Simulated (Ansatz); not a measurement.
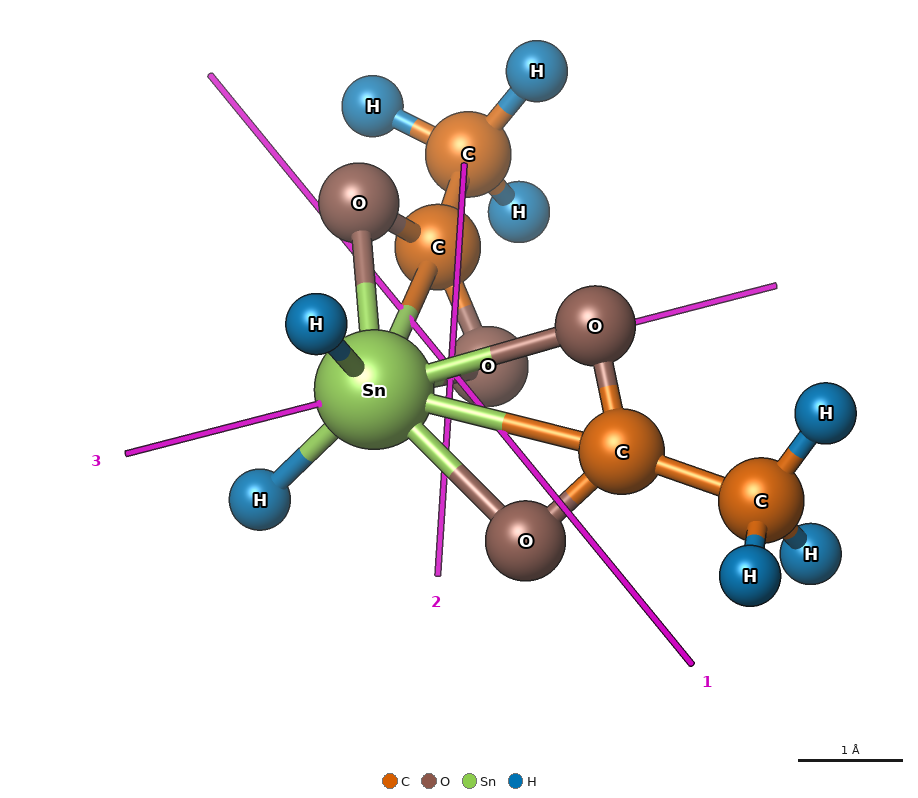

The three principal axes of inertia are drawn and numbered. Distant atoms are faded towards the background colour. The geometry was computed by an optimisation with PBE0-D4/def2-TZVP. No frequency run is at hand to confirm it as a minimum. Masses are those of the most abundant isotopes; constants are for the rigid equilibrium geometry.

### Which line is the a axis (least moment of inertia), which b and which c?

a is line 1, b is line 3, c is line 2; the moments are 292, 599, 782 u Å².

### What kind of rotor is it, and what are its rotational constants in cm⁻¹?

An asymmetric top (C2): A = 0.0578, B = 0.0281, C = 0.0215 cm⁻¹. Ray's parameter κ is −0.64, nearer the prolate limit.
